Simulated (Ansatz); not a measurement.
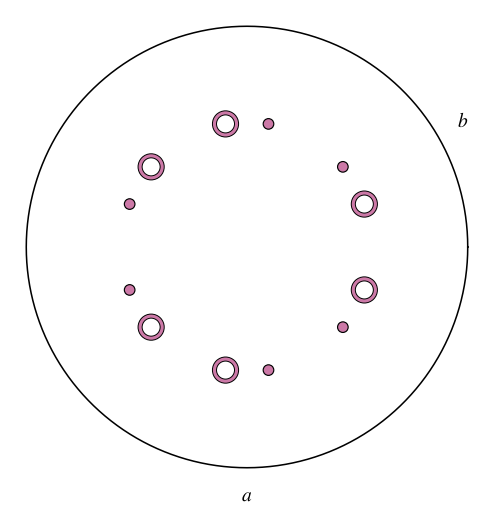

Stereographic projection: filled dots lie in the upper hemisphere, open rings in the lower. The c axis points at the viewer. The poles are all faces of one general form. Computed from the symmetry operations of a computed or model structure of composition NaP2, which need not be its known form.

### Which point group is this?

-3m (D3d), order 12, trigonal system: one threefold axis, three twofold axes, three mirror planes, an inversion centre.

### Which physical properties does it allow?

It is centrosymmetric, so neither piezoelectric nor pyroelectric; it is not chiral.
